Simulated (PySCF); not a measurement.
**One shape, several levels: AlHBr2O (SMILES [OH][Al]([Br])[Br])**

Wanted: a comparison of 6 runs (HF/STO-3G, HF/3-21G, HF/def2-SVP, B3LYP/6-31G*, B3LYP/def2-SVP, PBE0/def2-SVP) of AlHBr2O. The job is set up through a Python script.

The results are computed with PySCF 2.14.0.

2 further runs of the same task are left out: 2 for a known fault of the program.

### Step 1. Starting point

AlHBr2O has 5 atoms, charge 0, and is taken as a singlet. As SMILES, `[OH][Al]([Br])[Br]`. Geometry: a GFN2-xTB relaxation, a rough one for these elements and not checked as a minimum.

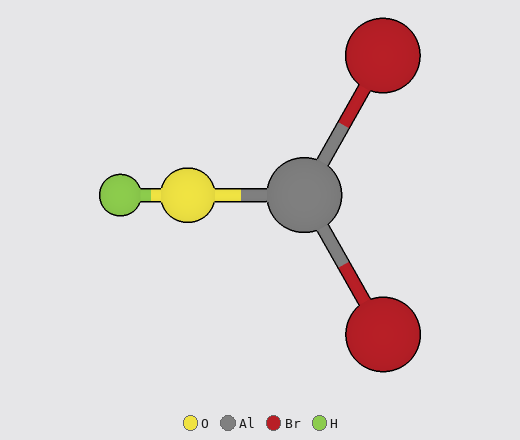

The structure, seen from a chosen angle (oxygen yellow, aluminium grey, bromine red, hydrogen green).

### Step 2. Energy and forces at HF/STO-3G (run 1)

File calc.py:

```python
from pyscf import gto

mol = gto.Mole()
mol.atom = '''
O      0.081660     1.225430     0.088610
Al    -0.027210    -0.398300    -0.028710
Br     1.472350    -1.685070     1.036140
Br    -1.675000    -1.308210    -1.251370
H      0.148190     2.166150     0.155330
'''
mol.verbose = 4
mol.basis = 'sto-3g'
mol.max_memory = 1860
mol.build()

hf = mol.RHF()
hf.conv_tol = 1e-10
hf.kernel()
if not hf.converged:
    hf = hf.newton().run(hf.mo_coeff, hf.mo_occ)

e_final = hf.e_tot
print('Final energy', e_final)
grad = hf.nuc_grad_method().kernel()
hf.analyze()
```

Launch:

```console
OMP_NUM_THREADS=1 python calc.py
```

The log of the run:

```text
PySCF version 2.14.0

[... 72 lines left out ...]
Nuclear Repulsion Energy =             518.284828654787134
[... 12 lines left out ...]
MO #7   energy= -57.6865528804254  occ= 2
[... 10 lines left out ...]
MO #18  energy= -6.83133021220487  occ= 2
[... 10 lines left out ...]
MO #29  energy= -2.1922740480366   occ= 2
[... 10 lines left out ...]
MO #40  energy= -0.400802691485873 occ= 2
[... 10 lines left out ...]
MO #51  energy= 0.846926166840693  occ= 0
[... 59 lines left out ...]
Dipole moment(X, Y, Z, Debye):  0.20345,  2.93107,  0.20765
```

Run time: 3.6 s. Hardware: 1 thread of Intel Xeon at 2.70GHz, shared host; peak memory 0.13 GiB.

### Step 3. Energy and forces at HF/3-21G (run 2)

File input.py:

```python
import pyscf.grad
from pyscf import gto, scf

mol = gto.Mole()
mol.atom = [
    ('O', (0.081660, 1.225430, 0.088610)),
    ('Al', (-0.027210, -0.398300, -0.028710)),
    ('Br', (1.472350, -1.685070, 1.036140)),
    ('Br', (-1.675000, -1.308210, -1.251370)),
    ('H', (0.148190, 2.166150, 0.155330)),
]
mol.basis = '3-21g'
mol.verbose = 3
mol.max_memory = 1860
mol.spin = 0
mol.build()

mf = scf.RHF(mol)
mf.conv_tol = 1e-10
mf.kernel()
if not mf.converged:
    mf = mf.newton().run(mf.mo_coeff, mf.mo_occ)

energy = mf.e_tot
print('E(%s) = %.9f' % ('HF', energy))
grad = mf.Gradients().kernel()
dip = mf.dip_moment()
pop, q = mf.mulliken_pop()
```

Launch:

```console
OMP_NUM_THREADS=1 python input.py
```

The log of the run:

```text
converged SCF energy = -5435.90702257361
[... 9 lines left out ...]
Dipole moment(X, Y, Z, Debye):  0.21135,  3.00064,  0.21162
[... 74 lines left out ...]
charge of    4H =      0.45699
```

Wall time 3.6 s (1 thread of Intel Xeon at 2.70GHz, shared host); peak memory 0.14 GiB.

Runs 3 to 4 aren't shown in full; the table further down has their settings and results.

### Step 4. Energy and forces at B3LYP/def2-SVP (run 5)

File job.py:

```python
import pyscf.grad
from pyscf import gto, dft

molecule = gto.M(
    atom='''
O    0.081660   1.225430   0.088610
Al  -0.027210  -0.398300  -0.028710
Br   1.472350  -1.685070   1.036140
Br  -1.675000  -1.308210  -1.251370
H    0.148190   2.166150   0.155330
''',
    verbose=3,
    basis='def2-svp',
    max_memory=1860,
)

myscf = dft.RKS(molecule)
myscf.xc = 'b3lyp'
myscf.grids.level = 5
myscf.conv_tol = 1e-10
myscf.kernel()
if not myscf.converged:
    myscf = myscf.newton().run(myscf.mo_coeff, myscf.mo_occ)

energy = myscf.e_tot
print(f'total energy: {energy:.8f} hartree')
grad = myscf.Gradients().kernel()
myscf.analyze()
```

Launch:

```console
OMP_NUM_THREADS=1 python job.py
```

The log of the run:

```text
converged SCF energy = -5466.0687287858
[... 25 lines left out ...]
MO #16  energy= -6.51504436119956  occ= 2
[... 16 lines left out ...]
MO #33  energy= -2.62313767291471  occ= 2
[... 16 lines left out ...]
MO #50  energy= 0.0899148877896017 occ= 0
[... 16 lines left out ...]
MO #67  energy= 0.573635593869497  occ= 0
[... 16 lines left out ...]
MO #84  energy= 1.57297174539433   occ= 0
[... 16 lines left out ...]
MO #101 energy= 3.72930898456422   occ= 0
[... 6 lines left out ...]
Dipole moment(X, Y, Z, Debye):  0.15846,  2.26120,  0.15975
```

Run time: 30 s. Hardware: 1 thread of Intel Xeon at 2.70GHz, shared host; peak memory 1 GiB.

### Step 5. Energy and gradient at PBE0/def2-SVP (run 6)

File job.py:

```python
# [OH][Al]([Br])[Br]
from pyscf import gto, dft

molecule = gto.Mole()
molecule.atom = [
    ('O', (0.081660, 1.225430, 0.088610)),
    ('Al', (-0.027210, -0.398300, -0.028710)),
    ('Br', (1.472350, -1.685070, 1.036140)),
    ('Br', (-1.675000, -1.308210, -1.251370)),
    ('H', (0.148190, 2.166150, 0.155330)),
]
molecule.basis = 'def2-svp'
molecule.verbose = 3
molecule.spin = 0
molecule.max_memory = 1860
molecule.build()

mf = dft.RKS(molecule, xc='pbe0')
mf.grids.level = 5
mf.conv_tol = 1e-10
mf.kernel()
if not mf.converged:
    mf = mf.newton().run(mf.mo_coeff, mf.mo_occ)

energy = mf.e_tot
print('E(%s) = %.9f' % ('PBE0', energy))
grad = mf.nuc_grad_method().kernel()
mf.analyze()
```

Launch:

```console
OMP_NUM_THREADS=1 python job.py
```

The log of the run:

```text
converged SCF energy = -5465.20899424024
[... 25 lines left out ...]
MO #16  energy= -6.58102463551391  occ= 2
[... 16 lines left out ...]
MO #33  energy= -2.6602114859745   occ= 2
[... 16 lines left out ...]
MO #50  energy= 0.0998901656151605 occ= 0
[... 16 lines left out ...]
MO #67  energy= 0.585147477751022  occ= 0
[... 16 lines left out ...]
MO #84  energy= 1.58518106871043   occ= 0
[... 16 lines left out ...]
MO #101 energy= 3.75531630006227   occ= 0
[... 6 lines left out ...]
Dipole moment(X, Y, Z, Debye):  0.16111,  2.29961,  0.16246
```

Wall time 37 s (1 thread of Intel Xeon at 2.70GHz, shared host); peak memory 1 GiB.

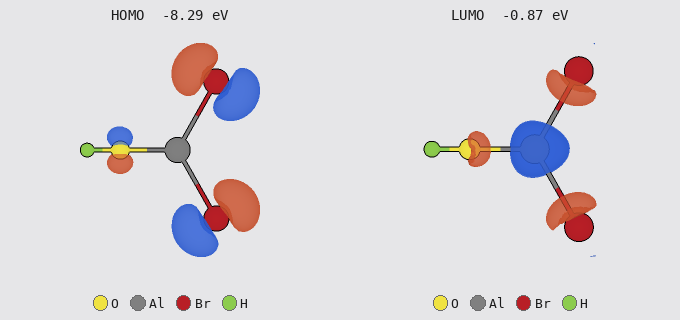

Frontier orbitals of this run, surfaces at ±0.2 Å^-3/2.

### Step 6. All runs side by side

| run | level | integration grid | energy (Eh) | dipole moment (D) | HOMO energy (eV) | LUMO energy (eV) | wall time |
| --- | --- | --- | --- | --- | --- | --- | --- |
| 1 | HF/STO-3G | – | -5402.941200 | 2.95 | -8.22 | 7.34 | 3.6 s |
| 2 | HF/3-21G | – | -5435.907023 | 3.02 | -11.16 | 2.23 | 3.6 s |
| 3 | HF/def2-SVP | – | -5461.635438 | 2.42 | -11.28 | 2.23 | 13 s |
| 4 | B3LYP/6-31G* (spherical functions) | 5 | -5466.183542 | 2.46 | -8.05 | -1.35 | 41 s |
| 5 | B3LYP/def2-SVP | 5 | -5466.068729 | 2.27 | -7.93 | -1.08 | 30 s |
| 6 | PBE0/def2-SVP | 5 | -5465.208994 | 2.31 | -8.29 | -0.87 | 37 s |

### Step 7. Outcome

| quantity | value |
| --- | --- |
| run 6: total energy | -5465.20899 Eh |
| run 6: dipole moment | 2.31 D |
| run 6: HOMO energy | -8.29 eV |
| run 6: LUMO energy | -0.87 eV |
| run 6: HOMO–LUMO gap | 7.42 eV |
| run 6: largest force on an atom | 0.613 eV/Å |

In words: The dipole moment (its size) runs from 2.27 D (B3LYP/def2-SVP) to 3.02 D (HF/3-21G). The two ends differ in method and basis. The HOMO–LUMO gap runs from 6.70 eV (B3LYP/6-31G*) to 15.56 eV (HF/STO-3G). Totals of different functionals can't be ranked against each other. In run 1 the basis is minimal, so the values are rough. All runs together took 2.1 min, the longest 41 s.
